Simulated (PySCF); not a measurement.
NMR shielding calculation of C₄H₂N₂O₂S₂

- system: C₄H₂N₂O₂S₂
- method: GIAO BP86/pcSseg-1 NMR shielding, non-relativistic, gas phase (PySCF 2.14.0)

The geometry comes from this level: GFN2-xTB. Figures and captions count atoms from 1; the log counts them from 0 in places.

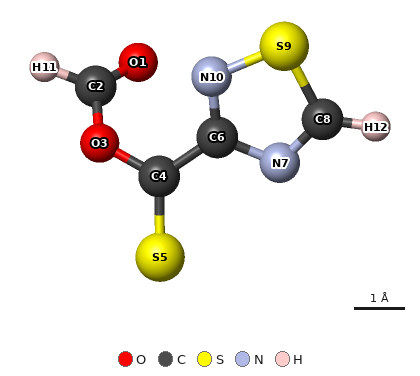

The structure (ball-and-stick view, seen at a tilt; atoms are numbered from 1 in the order of the input). Bond lengths as drawn: C–C 1.45 Å, C–H 1.07 to 1.10 Å, C–N 1.28 to 1.35 Å, C–O 1.19 to 1.37 Å, C–S 1.62 to 1.74 Å and N–S 1.61 Å.

Input:
```
{"job": {"kind": "nmr", "xc": "BP86", "basis": "pcSseg-1", "pop": false}, "charge": 0, "multiplicity": 1}
O      1.769797    -1.212180    -0.960454
C      2.304400    -0.517269    -0.158509
O      1.887524     0.684403     0.272235
C      0.660273     1.181486    -0.081980
S      0.538143     2.737191    -0.519436
C     -0.477361     0.298245     0.036584
N     -1.657049     0.589305    -0.559204
C     -2.511899    -0.328023    -0.289643
S     -1.839531    -1.561571     0.738261
N     -0.420025    -0.802575     0.761797
H      3.267422    -0.727650     0.330933
H     -3.520495    -0.342047    -0.647658
```

The first line tells a small driver script what to run in PySCF; the rest is the geometry in Å.

Machine: 1 CPU thread, shared host.

Launch command:
```bash
OMP_NUM_THREADS=1 python <driver script> task.json out
```

What the program printed:
```
coarse grid: 13128 points
cycle   1  E = -1209.6382559532  dE =  2.104e+00  |g| = 1.023e+00  |ddm| = 3.880e+00
cycle   2  E = -1207.0188003877  dE =  2.619e+00  |g| = 2.919e+00  |ddm| = 3.273e+00
cycle   3  E = -1209.4982890464  dE = -2.479e+00  |g| = 1.128e+00  |ddm| = 3.015e+00
cycle   4  E = -1209.8245674133  dE = -3.263e-01  |g| = 2.699e-01  |ddm| = 1.189e+00
cycle   5  E = -1209.7920789493  dE =  3.249e-02  |g| = 4.257e-01  |ddm| = 6.173e-01
cycle   6  E = -1209.8400658499  dE = -4.799e-02  |g| = 1.311e-01  |ddm| = 5.083e-01
cycle   7  E = -1209.8432838968  dE = -3.218e-03  |g| = 5.452e-02  |ddm| = 1.420e-01
cycle   8  E = -1209.8439103790  dE = -6.265e-04  |g| = 2.152e-02  |ddm| = 6.940e-02
cycle   9  E = -1209.8439722944  dE = -6.192e-05  |g| = 1.406e-02  |ddm| = 3.246e-02
cycle  10  E = -1209.8440204189  dE = -4.812e-05  |g| = 3.796e-03  |ddm| = 1.698e-02
cycle  11  E = -1209.8440245913  dE = -4.172e-06  |g| = 1.234e-03  |ddm| = 5.186e-03
final grid: 123472 points
cycle  12  E = -1209.9579234434  dE = -3.368e-05  |g| = 1.042e-02  |ddm| = 3.167e-02
cycle  13  E = -1209.9578215947  dE =  1.018e-04  |g| = 2.411e-02  |ddm| = 2.521e-02
cycle  14  E = -1209.9579388212  dE = -1.172e-04  |g| = 4.446e-03  |ddm| = 2.127e-02
cycle  15  E = -1209.9579433330  dE = -4.512e-06  |g| = 8.972e-04  |ddm| = 4.340e-03
cycle  16  E = -1209.9579434820  dE = -1.490e-07  |g| = 4.231e-04  |ddm| = 1.076e-03
cycle  17  E = -1209.9579435007  dE = -1.869e-08  |g| = 1.572e-04  |ddm| = 6.114e-04
cycle  18  E = -1209.9579435341  dE = -3.341e-08  |g| = 6.379e-05  |ddm| = 2.064e-04
cycle  19  E = -1209.9579435350  dE = -9.379e-10  |g| = 1.812e-05  |ddm| = 6.781e-05
```

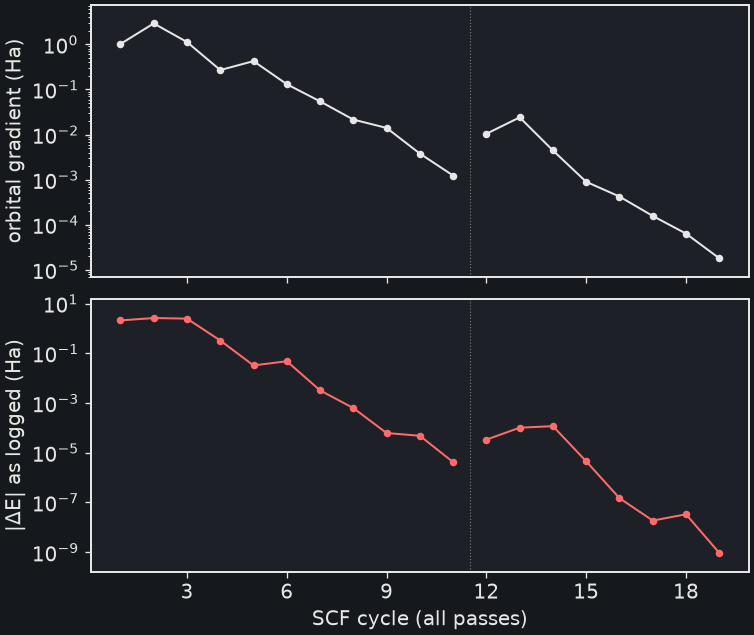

Convergence of the self-consistent field: orbital gradient and size of the energy change against the SCF cycle. The dotted line marks the change from a coarse to the final integration grid. The first 11 cycles use a coarse grid, the final grid takes over at cycle 12, and the field converges after 19 cycles in all.

```
converged SCF energy = -1209.9579435350

GIAO shielding tensors (ppm)
atom      isotropic    diamagn.    paramagn.     s11        s22        s33       span
  0 O     -129.116     403.306    -532.422   -405.977   -237.677    256.305    662.282
  1 C       24.270     245.981    -221.711    -87.612     62.730     97.693    185.305
  2 O      -27.611     400.232    -427.843   -186.168    -14.126    117.460    303.628
  3 C      -19.526     252.277    -271.803   -189.069     58.630     71.861    260.930
  4 S     -411.981    1055.792   -1467.773  -1610.516   -217.922    592.496   2203.012
  5 C       14.345     256.555    -242.210    -44.004     34.242     52.797     96.801
  6 N      -82.911     330.072    -412.983   -345.075   -117.476    213.817    558.892
  7 C       10.135     260.996    -250.861    -75.170      8.078     97.497    172.667
  8 S       37.288    1057.567   -1020.278   -182.754    113.796    180.823    363.577
  9 N      -60.995     329.697    -390.693   -326.590    -75.908    219.512    546.102
 10 H       23.404      25.680      -2.277     19.527     23.171     27.513      7.987
 11 H       22.696      30.185      -7.489     20.367     20.862     26.859      6.492
```

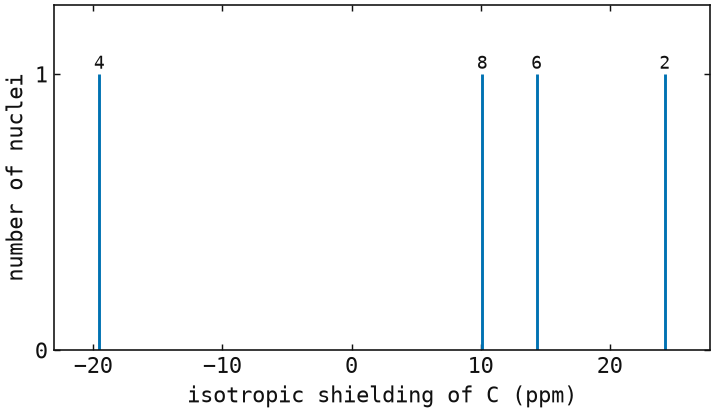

Isotropic shieldings of the carbon nuclei in this fixed geometry, labelled by atom number; shielding grows to the right, so chemical shift grows to the left. The least shielded is C4 (−19.5 ppm), the most shielded C2 (24.3 ppm).

Results in brief:

| quantity | value |
| --- | --- |
| outcome | converged |
| total energy | −1209.957944 hartree |
| HOMO | −5.91 eV |
| LUMO | −4.06 eV |
| dipole moment | 2.95 D |
| isotropic shielding, O | −129.1 to −27.6 ppm |
| isotropic shielding, C | −19.5 to 24.3 ppm |
| isotropic shielding, S | −412.0 to 37.3 ppm |
| isotropic shielding, N | −82.9 to −61.0 ppm |
| isotropic shielding, H | 22.7 to 23.4 ppm |
| wall time | 36 s |
| peak memory | 0.72 GiB |
